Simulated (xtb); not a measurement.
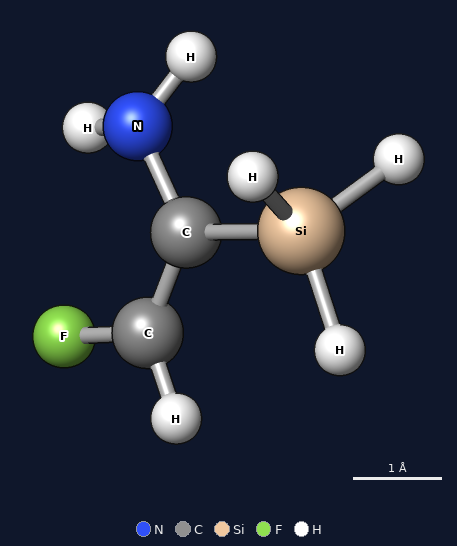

**Figure 1.** The starting structure (ball-and-stick view, seen at a tilt). Bond lengths as drawn: C–C 1.33 Å, C–F 1.36 Å, C–H 1.07 Å, C–N 1.39 Å, C–Si 1.89 Å, H–N 1.01 Å and H–Si 1.46 to 1.47 Å.

# Molecular dynamics of C2H6FNSi

C2H6FNSi, SMILES NC([SiH3])=CF, computed with GFN2-xTB (xtb 6.7.1).

The starting geometry was optimised with GFN2-xTB.

## The program's output
```
* xtb version 6.7.1
   ID    Z sym.   atoms
    1    7 N      1
    2    6 C      2, 4
    3   14 Si     3
    4    9 F      5
    5    1 H      6-11

           -------------------------------------------------
          |                Calculation Setup                |
           -------------------------------------------------

          program call               : xtb geom.xyz --chrg 0 -I xtb.inp --md --gfn 2
          coordinate file            : geom.xyz
          omp threads                :                     1

           -------------------------------------------------
          |                 G F N 2 - x T B                 |
           -------------------------------------------------

      * Hamiltonian:
        H0-scaling (s, p, d)           1.850000    2.230000    2.230000
        zeta-weighting                 0.500000
      * Dispersion:
        s8                             2.700000
        a1                             0.520000
        a2                             5.000000
        s9                             5.000000
      * Repulsion:
        kExp                           1.500000    1.000000
        rExp                           1.000000
      * Coulomb:
        alpha                          2.000000
        third order                    shell-resolved
        anisotropic                    true
        a3                             3.000000
        a5                             4.000000
        cn-shift                       1.200000
        cn-exp                         4.000000
        max-rad                        5.000000

          ...................................................
          :                      SETUP                      :
          :.................................................:
          :  # basis functions                  32          :
          :  # atomic orbitals                  31          :
          :  # shells                           17          :
          :  # electrons                        30          :
          :  max. iterations                   250          :
          :  Hamiltonian                  GFN2-xTB          :
          :  restarted?                      false          :
          :  GBSA solvation                  false          :
          :  PC potential                    false          :
          :  electronic temp.          300.0000000     K    :
          :  accuracy                    1.0000000          :
          :  -> integral cutoff          0.2500000E+02      :
          :  -> integral neglect         0.1000000E-07      :
          :  -> SCF convergence          0.1000000E-05 Eh   :
          :  -> wf. convergence          0.1000000E-03 e    :
          :  Broyden damping             0.4000000          :
          :  net charge                          0          :
          :  unpaired electrons                  0          :
          ...................................................

 iter      E             dE          RMSdq      gap      omega  full diag
   1    -16.7870623 -0.167871E+02  0.540E+00    3.51       0.0  T
   2    -16.8541854 -0.671231E-01  0.237E+00    3.48       1.0  T
   3    -16.8570248 -0.283943E-02  0.199E+00    3.79       1.0  T
   4    -16.8591625 -0.213770E-02  0.120E+00    3.83       1.0  T
   5    -16.8578585  0.130405E-02  0.635E-01    3.81       1.0  T
   6    -16.8593875 -0.152901E-02  0.269E-01    3.80       1.0  T
   7    -16.8595010 -0.113498E-03  0.886E-02    3.78       1.0  T
   8    -16.8595030 -0.200439E-05  0.285E-02    3.78       1.1  T
   9    -16.8595044 -0.142851E-05  0.770E-03    3.78       3.9  T
  10    -16.8595045 -0.900006E-07  0.270E-03    3.78      11.2  T
  11    -16.8595045 -0.192742E-07  0.514E-04    3.78      58.6  T
  12    -16.8595045 -0.575323E-09  0.103E-04    3.78     292.1  T

   *** convergence criteria satisfied after 12 iterations ***

         #    Occupation            Energy/Eh            Energy/eV
      -------------------------------------------------------------
         1        2.0000           -0.7925843             -21.5673
       ...           ...                  ...                  ...
         9        2.0000           -0.5004841             -13.6189
        10        2.0000           -0.4592060             -12.4956
        11        2.0000           -0.4463966             -12.1471
        12        2.0000           -0.4390748             -11.9478
        13        2.0000           -0.4349081             -11.8345
        14        2.0000           -0.4155450             -11.3076
        15        2.0000           -0.3587052              -9.7609 (HOMO)
        16                         -0.2198030              -5.9811 (LUMO)
        17                         -0.1912505              -5.2042
        18                         -0.1866505              -5.0790
        19                         -0.1651202              -4.4931
        20                         -0.0941004              -2.5606
       ...                                ...                  ...
        31                          0.6936895              18.8763
      -------------------------------------------------------------
                  HL-Gap            0.1389022 Eh            3.7797 eV
             Fermi-level           -0.2892541 Eh           -7.8710 eV

 SCC (total)                   0 d,  0 h,  0 min,  0.010 sec
 SCC setup                      ...        0 min,  0.000 sec (  1.174%)
 Dispersion                     ...        0 min,  0.000 sec (  0.626%)
 classical contributions        ...        0 min,  0.000 sec (  0.215%)
 integral evaluation            ...        0 min,  0.002 sec ( 16.615%)
 iterations                     ...        0 min,  0.005 sec ( 48.711%)
 molecular gradient             ...        0 min,  0.003 sec ( 30.305%)
 printout                       ...        0 min,  0.000 sec (  2.232%)

         :::::::::::::::::::::::::::::::::::::::::::::::::::::
         ::                     SUMMARY                     ::
         :::::::::::::::::::::::::::::::::::::::::::::::::::::
         :: total energy             -16.686248767012 Eh    ::
         :: gradient norm              0.000024287768 Eh/a0 ::
         :: HOMO-LUMO gap              3.779720559788 eV    ::
         ::.................................................::
         :: SCC energy               -16.859496949881 Eh    ::
         :: -> isotropic ES            0.031408422617 Eh    ::
         :: -> anisotropic ES          0.003724797169 Eh    ::
         :: -> anisotropic XC          0.003171934057 Eh    ::
         :: -> dispersion             -0.006343587032 Eh    ::
         :: repulsion energy           0.173248182869 Eh    ::
         :: add. restraining           0.000000000000 Eh    ::
         :: total charge              -0.000000000000 e     ::
         :::::::::::::::::::::::::::::::::::::::::::::::::::::

           -------------------------------------------------
          |                Property Printout                |
           -------------------------------------------------

    * Orbital Energies and Occupations

         #    Occupation            Energy/Eh            Energy/eV
      -------------------------------------------------------------
         1        2.0000           -0.7925843             -21.5673
       ...           ...                  ...                  ...
         3        2.0000           -0.6351772             -17.2841
         4        2.0000           -0.6078533             -16.5405
         5        2.0000           -0.5617156             -15.2851
         6        2.0000           -0.5364932             -14.5987
         7        2.0000           -0.5276333             -14.3576
         8        2.0000           -0.5085844             -13.8393
         9        2.0000           -0.5004841             -13.6189
        10        2.0000           -0.4592060             -12.4956
        11        2.0000           -0.4463966             -12.1471
        12        2.0000           -0.4390748             -11.9478
        13        2.0000           -0.4349081             -11.8345
        14        2.0000           -0.4155450             -11.3076
        15        2.0000           -0.3587052              -9.7609 (HOMO)
        16                         -0.2198030              -5.9811 (LUMO)
        17                         -0.1912505              -5.2042
        18                         -0.1866505              -5.0790
        19                         -0.1651202              -4.4931
        20                         -0.0941004              -2.5606
        21                         -0.0551632              -1.5011
        22                          0.0526206               1.4319
        23                          0.0912166               2.4821
        24                          0.1630955               4.4381
        25                          0.2161474               5.8817
        26                          0.2950188               8.0279
       ...                                ...                  ...
        31                          0.6936895              18.8763
      -------------------------------------------------------------
                  HL-Gap            0.1389022 Eh            3.7797 eV
             Fermi-level           -0.2892541 Eh           -7.8710 eV

     #   Z          covCN         q      C6AA      α(0)
     1   7 N        2.652    -0.275    27.108     7.733
     2   6 C        2.768    -0.058    29.431     8.885
     3  14 Si       3.670     0.440    98.857    19.053
     4   6 C        2.725     0.066    26.506     8.428
     5   9 F        0.785    -0.249    11.759     4.051
     6   1 H        0.860     0.167     1.294     1.782
     7   1 H        0.860     0.148     1.413     1.862
     8   1 H        0.919    -0.093     5.313     3.605
     9   1 H        0.918    -0.080     4.926     3.471
    10   1 H        0.917    -0.091     5.273     3.592
    11   1 H        0.926     0.027     2.625     2.534

 Mol. C6AA /au·bohr⁶  :       1564.540049
 Mol. C8AA /au·bohr⁸  :      46177.795340
 Mol. α(0) /au        :         64.994603

Wiberg/Mayer (AO) data.
largest (>0.10) Wiberg bond orders for each atom

 ---------------------------------------------------------------------------
     #   Z sym  total        # sym  WBO       # sym  WBO       # sym  WBO
 ---------------------------------------------------------------------------
     1   7 N    3.238 --     2 C    1.169     7 H    0.963     6 H    0.951
                             4 C    0.133
     2   6 C    3.946 --     4 C    1.760     1 N    1.169     3 Si   0.870
     3  14 Si   3.622 --     9 H    0.899     8 H    0.899    10 H    0.897
                             2 C    0.870
     4   6 C    3.848 --     2 C    1.760    11 H    0.969     5 F    0.934
                             1 N    0.133
     5   9 F    1.062 --     4 C    0.934
     6   1 H    0.972 --     1 N    0.951
     7   1 H    0.978 --     1 N    0.963
     8   1 H    0.991 --     3 Si   0.899
     9   1 H    0.994 --     3 Si   0.899
    10   1 H    0.992 --     3 Si   0.897
    11   1 H    0.999 --     4 C    0.969
 ---------------------------------------------------------------------------

Topologies differ in total number of bonds
Writing topology from bond orders to xtbtopo.mol

molecular dipole:
                 x           y           z       tot (Debye)
 q only:        1.158       0.086       0.324
   full:        0.962       0.213       0.063       2.509
molecular quadrupole (traceless):
                xx          xy          yy          xz          yz          zz
 q only:       -4.681      -0.213       4.743      -1.868      -0.413      -0.062
  q+dip:       -6.455       2.055       6.753      -1.988      -0.573      -0.298
   full:       -5.965       1.072       6.558      -1.936      -0.999      -0.592

           -------------------------------------------------
          | TOTAL ENERGY              -16.686248767012 Eh   |
          | GRADIENT NORM               0.000024287768 Eh/α |
          | HOMO-LUMO GAP               3.779720559788 eV   |
           -------------------------------------------------
           -------------------------------------------------
          |               Molecular Dynamics                |
           -------------------------------------------------
 trajectories on xtb.trj or xtb.trj.<n>

 MD time /ps        :    0.20
 dt /fs             :    1.00
 SCC accuracy       :    2.00
 temperature /K     :  300.00
 max steps          :   200
 block length (av.) :  5000
 dumpstep(trj) /fs  :   20.00    20
 dumpstep(coords)/fs: 1000.00  1000
 H atoms mass (amu) :     1
 # deg. of freedom  :    33
 SHAKE off
         time (ps)    <Epot>      Ekin   <T>   T     Etot       error
      0    0.00      0.00000   0.0827    0.    0.   -16.60360    0.0000
 average properties
 Epot               :  -16.564870151501520
 Epot (accurate SCC):  -16.647076994790748
 Ekin               :   4.0736647763642060E-002
 Etot               :  -16.524133503737879
 T                  :   779.61382319650102
 normal exit of md()

------------------------------------------------------------------------
------------------------------------------------------------------------
 total:
 *  cpu-time:     0 d,  0 h,  0 min,  1.493 sec
 * ratio c/w:     0.991 speedup
 SCF:
 *  cpu-time:     0 d,  0 h,  0 min,  0.010 sec
 * ratio c/w:     0.986 speedup
 MD:
 *  cpu-time:     0 d,  0 h,  0 min,  1.467 sec
 * ratio c/w:     0.991 speedup
```

## Standard error
```
normal termination of xtb
```

## Trajectory as extended XYZ (Å, eV, eV/Å), 10 frames, from step=0 to step=9
```
11
Properties=species:S:1:pos:R:3 step=0 time_fs=0.0 energy=-454.05596
N    -0.3916    1.4897    0.2309
C    -0.2860    0.1394   -0.0606
Si    1.3152   -0.7275    0.4337
C    -1.3030   -0.5516   -0.5748
F    -2.4744    0.0492   -0.9337
H    -1.1787    1.9606   -0.1929
H     0.4646    2.0175    0.1938
H     1.2307   -2.1399    0.0745
H     1.5290   -0.5497    1.8706
H     2.4143   -0.0761   -0.2911
H    -1.3200   -1.6117   -0.7504
11
Properties=species:S:1:pos:R:3 step=1 time_fs=20.0 energy=-452.88951
N    -0.5456    1.3191    0.1495
C    -0.2880    0.0265   -0.1213
Si    1.3724   -0.6900    0.4507
C    -1.3440   -0.6298   -0.5590
F    -2.4153    0.2384   -0.8960
H    -1.1558    1.9636   -0.3214
H     0.1263    1.8354    0.7835
H     1.0656   -2.0534    0.6967
H     1.9372   -0.0542    1.8456
H     2.4578   -0.2398   -0.7324
H    -1.2172   -1.6533   -0.9849
11
Properties=species:S:1:pos:R:3 step=2 time_fs=40.0 energy=-452.74258
N    -0.5024    1.3327    0.1993
C    -0.3567   -0.0544   -0.0235
Si    1.3962   -0.6726    0.4546
C    -1.3681   -0.6052   -0.7362
F    -2.3913    0.2433   -0.8902
H    -1.3612    1.7904   -0.1918
H     0.0091    2.1054    0.7833
H     1.6862   -2.0690    1.1751
H     1.8383    0.4276    1.4068
H     2.2122   -0.8971   -0.8942
H    -1.7859   -1.6560   -0.9548
11
Properties=species:S:1:pos:R:3 step=3 time_fs=60.0 energy=-452.72413
N    -0.4040    1.3143    0.2523
C    -0.3380   -0.0197    0.0633
Si    1.3716   -0.6675    0.4201
C    -1.2969   -0.5452   -0.6824
F    -2.5066    0.1790   -0.9940
H    -1.2988    1.8627    0.4249
H     0.3777    1.7162    0.9758
H     1.2782   -1.5656    1.6058
H     2.1065    0.4264    0.7620
H     1.9662   -0.9695   -0.7365
H    -1.4073   -1.5731   -1.1987
11
Properties=species:S:1:pos:R:3 step=4 time_fs=80.0 energy=-453.03638
N    -0.3275    1.4709    0.4376
C    -0.3563    0.1635   -0.0660
Si    1.3549   -0.6882    0.3722
C    -1.3411   -0.5365   -0.6332
F    -2.4966    0.0333   -1.0666
H    -1.3127    1.9106    0.5385
H     0.2062    1.4630    1.4514
H     1.1160   -1.3508    1.5682
H     2.4995    0.3105    0.6304
H     1.6327   -1.9560   -0.4209
H    -1.1620   -1.6285   -0.8444
11
Properties=species:S:1:pos:R:3 step=5 time_fs=100.0 energy=-452.62021
N    -0.3634    1.5519    0.5652
C    -0.2208    0.2677   -0.0481
Si    1.2616   -0.7641    0.3461
C    -1.2427   -0.4164   -0.6496
F    -2.4693   -0.1036   -1.0639
H    -1.2616    1.9611    0.1708
H    -0.0867    1.7345    1.6550
H     1.2695   -0.7559    1.8945
H     2.4846    0.1592   -0.1872
H     1.3000   -2.1083   -0.6292
H    -0.9315   -1.3372   -1.1039
11
Properties=species:S:1:pos:R:3 step=6 time_fs=120.0 energy=-452.72057
N    -0.4603    1.6174    0.5128
C    -0.3412    0.2640    0.1464
Si    1.2386   -0.7799    0.3153
C    -1.0454   -0.3560   -0.8493
F    -2.4175   -0.1267   -0.9891
H    -1.4134    2.0840    0.4395
H     0.1281    1.5671    1.4787
H     1.8172   -0.8934    1.7862
H     2.3348   -0.4195   -0.4554
H     0.8037   -2.1739    0.1066
H    -0.7980   -1.2252   -1.3145
11
Properties=species:S:1:pos:R:3 step=7 time_fs=140.0 energy=-453.07171
N    -0.5836    1.4695    0.5615
C    -0.2361    0.2996    0.0133
Si    1.2618   -0.7969    0.3499
C    -1.0846   -0.3609   -0.8043
F    -2.3775   -0.0291   -0.9992
H    -1.6164    1.5914    0.6060
H     0.2135    2.0255    1.1231
H     1.9211   -0.2507    1.4553
H     2.0299   -0.7762   -0.9022
H     0.7748   -2.0328    0.5426
H    -0.9266   -1.2928   -1.1878
11
Properties=species:S:1:pos:R:3 step=8 time_fs=160.0 energy=-453.04735
N    -0.6341    1.3312    0.6337
C    -0.2515    0.2848   -0.1478
Si    1.3274   -0.7684    0.3780
C    -1.2026   -0.4963   -0.7431
F    -2.3780    0.1284   -1.0335
H    -1.6175    1.5738    0.4443
H     0.0039    2.0157    1.1887
H     2.2018    0.2030    1.0908
H     2.0853   -1.2633   -0.9775
H     1.1925   -2.0398    1.3761
H    -0.9938   -1.2780   -1.4354
11
Properties=species:S:1:pos:R:3 step=9 time_fs=180.0 energy=-453.11581
N    -0.6497    1.1845    0.6612
C    -0.3160   -0.0385    0.0203
Si    1.3889   -0.6782    0.3792
C    -1.2031   -0.4502   -0.8932
F    -2.4270    0.2541   -1.0542
H    -1.2933    1.8651    0.2576
H     0.2883    1.7070    0.7720
H     2.4492    0.5200    0.4967
H     1.8331   -1.6258   -0.6334
H     1.0282   -1.3113    1.8884
H    -1.2308   -1.4800   -1.3356
```

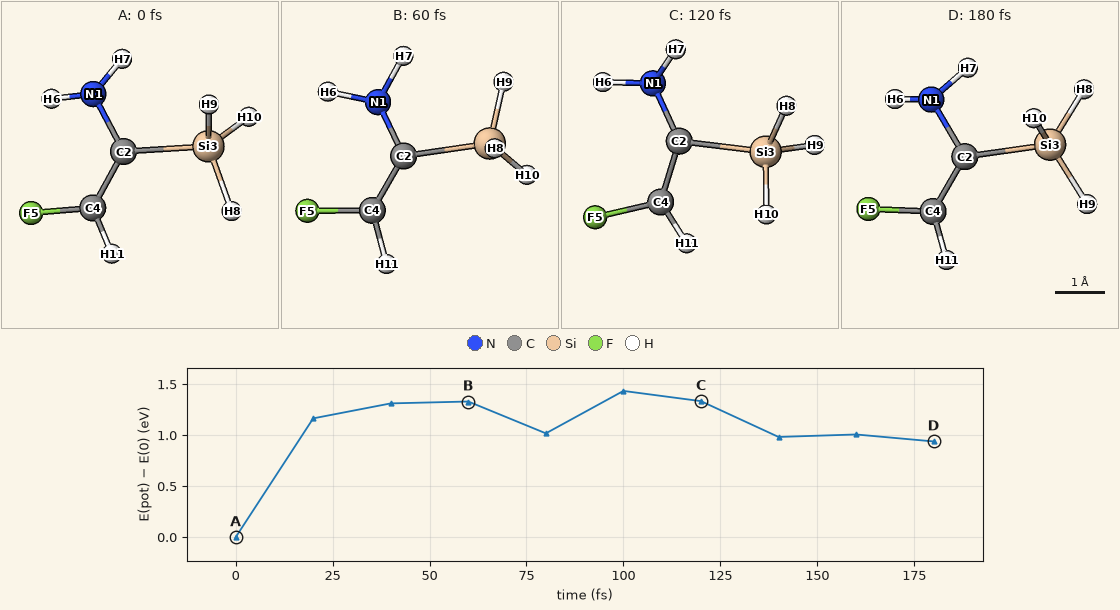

**Figure 2.** Frames of the molecular dynamics (ball-and-stick, seen at a tilt) above the curves, on which the letters mark them. The trajectory kept here has 10 frames over 180 fs. The potential energy ends 0.940 eV above its first value. After an unweighted best fit of the last frame on the first, the root-mean-square displacement is 1.38 Å, and H10 has moved furthest (2.56 Å).

This output came from the following input.

## Input (geom.xyz)
```
11

N     -0.39164400     1.48969300     0.23089300
C     -0.28596900     0.13942600    -0.06059100
Si     1.31517000    -0.72745900     0.43371600
C     -1.30301900    -0.55161000    -0.57477300
F     -2.47442300     0.04923900    -0.93369500
H     -1.17874100     1.96059200    -0.19286000
H      0.46459800     2.01752700     0.19376600
H      1.23069600    -2.13988300     0.07447300
H      1.52901600    -0.54973900     1.87061500
H      2.41427100    -0.07610000    -0.29109100
H     -1.31996700    -1.61168600    -0.75045300
```

## File xtb.inp
```
$md
   temp=300
   time=0.2
   step=1
   dump=20
   hmass=1
   shake=0
   nvt=false
$end
```

Run as:
```bash
xtb geom.xyz --chrg 0 -I xtb.inp --md --gfn 2 | tee run.log
```

## Summary

- outcome: finished
- trajectory: 10 frames kept, 180 fs
- electrons treated: 30
- potential energy (first step): −16.686249 hartree
- dispersion energy (first step): −0.006344 hartree
- basis functions (first step): 32
- hardware: 1 thread of Intel Xeon @ 2.70GHz, 189 GiB of memory available, shared host
- wall time: 1.6 s
- peak memory: 0.071 GiB

## Notes

Settings chosen away from the usual ones: method = gfn2-xtb; task = md; geo = {"prev": "A"}; x = {"md_temperature": 300, "md_time": 0.2, "time_step": 1, "md_dump": 20, "hydrogen_mass": 1, "shake": 0, "nvt": "false"}. So short a trajectory is not equilibrated.
